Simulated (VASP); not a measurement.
Band structure of SiC (space group F-43m). All values below come from r2SCAN+rVV10, VASP's PBE PAW potentials (set 64) (plane waves; VASP 6.6.1).

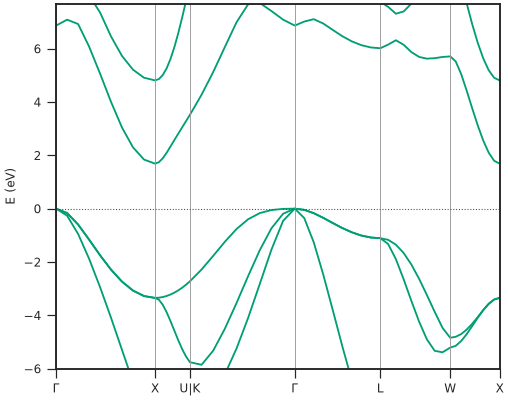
*Bands along high-symmetry lines, zero at the valence-band maximum or, without a gap, the Fermi level*

Problem. Read the plot: is there a gap, and where are the band edges?

Solution. The gap is indirect, 1.69 eV, from the valence maximum at Γ to the conduction minimum at X.

The structure comes from a measured SiC entry (F-43m) of the Crystallography Open Database, whose conditions weren't checked. It was relaxed first.
